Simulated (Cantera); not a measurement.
Input: 1 mol Cu2O, 0.52 mol H2, equilibrated at 23.0 Pa.

These are equilibrium values from Cantera (NASA tables, ideal gas, pure condensed phases), not measurements of a reactor. Candidate condensed phases: Cu, CuO, Cu(OH)2, Cu2O, H2O; 12 gas species. Mutual solubility and eutectic melting of coexisting phases are not modelled. Rates play no part.

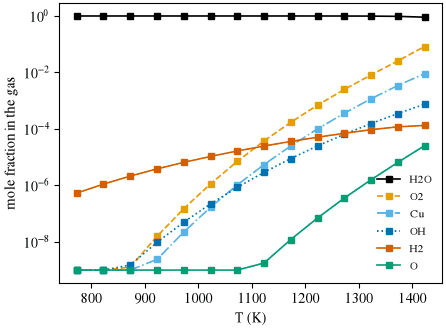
Figure: Equilibrium gas composition (values under 1e-9 drawn at 1e-9)

Question: Read off the mole fractions at 1373 K.

Answer: H2O about 0.97, O2 about 0.026, Cu about 0.0034, OH about 0.00035, H2 about 0.00012, O about 6.5e-6.
